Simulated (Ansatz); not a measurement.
**InF (SMILES [F][In]): PBE0/STO-3G**

What is the electronic atomisation energy of InF at PBE0/STO-3G? 

Program for the calculation: Ansatz 0.2.0.

45 further runs of the same task are left out: 5 that didn't finish, 40 set aside as unsound or not needed.

## Step 1: The molecule

The species is InF (2 atoms), meant as a singlet with charge 0. As SMILES, `[F][In]`. Geometry: a GFN2-xTB relaxation, a rough one for these elements and not checked as a minimum.

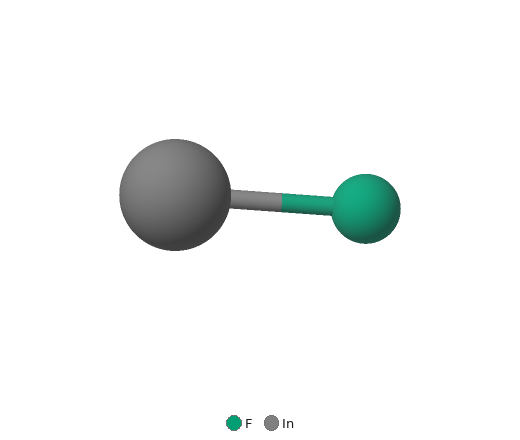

Viewed from a chosen angle; fluorine teal, indium grey.

## Step 2: The energy at PBE0/STO-3G

The input, in.yaml:

```yaml
basis:
  gaussian:
    orbitals: STO-3G
crystal:
  periodic: [false, false, false]
  atoms:
    - {symbol: F, position_ang: [0.000000, 0.000000, 0.000000]}
    - {symbol: In, position_ang: [0.000000, 0.000000, 2.025490]}
hamiltonian:
  xc: pbe0
accuracy: high
```

Started as:

```bash
ansatz run in.yaml --threads 1 --pin off --max-ram 2610MiB --events-out events.jsonl --progress --plain --runs-dir runs
```

The log of the run:

```text
Warning: RAYON_NUM_THREADS=1 ignored (pool sized by the plan → 1); use --threads N
Functional definition: PBE0
  name "PBE0"
  parameter a = 0.25
  parameter kappa = 0.804
  parameter beta = 0.06672455060314922
  exchange = (1 - a)*pbe_x(kappa = kappa, mu = beta*pi^2/3) + a*exact_x
  correlation = pbe_c(beta = beta)
564 factors; integrals over basis functions are off by at most 4.4e-9 eV
mean field evaluation 1: about -157357.5968 eV, gradient 1.7e1 eV
mean field evaluation 2: about -157287.1565 eV, gradient 1.8e2 eV
mean field evaluation 4: about -157359.4431 eV, gradient 1.7e0 eV
mean field evaluation 8: about -157359.4509 eV, gradient 5.2e-2 eV
mean field evaluation 16: about -157359.4510 eV, gradient 4.8e-7 eV
mean field -157359.45095749 eV, -5782.8531606209 hartree, gradient 5.5e-8 eV, S^2 0.000000; 0 other end points of the search recorded, 0 dependent functions left out
reference -157359.45095862 eV, -5782.8531606624 hartree; 29, 29 occupied and 3, 3 virtual orbitals, 564 factors
Total energy: -157359.45095862 eV, -5782.8531606624 hartree
```

Wall time 1.1 s (1 thread of Arm Neoverse V2, shared host); peak memory 0.1 GiB.

## Step 3: The F atom, same level

The input, input.yaml:

```yaml
crystal:
  periodic: [false, false, false]
  atoms:
    - {symbol: F, position_ang: [0.000000, 0.000000, 0.000000]}
basis:
  gaussian:
    orbitals: STO-3G
magnetization:
  spin_polarized: true
  initial_magnetization: 1
hamiltonian:
  xc: {name: PBE0}
accuracy: high
```

Run the same way, it converges to -98.20282 Eh (log not shown).

## Step 4: The In atom, same level

The input, job.yaml:

```yaml
crystal:
  periodic: [false, false, false]
  atoms:
    - {symbol: In, position_ang: [0.000000, 0.000000, 0.000000]}
basis:
  gaussian: {orbitals: STO-3G}
magnetization: {spin_polarized: true, initial_magnetization: 1}
hamiltonian: {xc: pbe0}
accuracy: high
```

Run the same way, it converges to -5684.44677 Eh (log not shown).

## Step 5: Summary of results

Level: PBE0/STO-3G.

```
                     quantity           value
       molecule: total energy  -5782.85316 Eh
         F atom: total energy    -98.20282 Eh
                 F atom: ⟨S²⟩           0.750
        In atom: total energy  -5684.44677 Eh
                In atom: ⟨S²⟩           0.750
electronic atomisation energy        5.539 eV
```

Taking the molecule apart into free atoms costs 5.54 eV (534 kJ/mol), before zero-point energy and without spin-orbit coupling. In a minimal basis such a difference can be off by several eV, whatever the method. Relativity is left out (molecule) although the molecule holds a heavy atom. Relativity is left out (In atom) although the molecule holds a heavy atom.
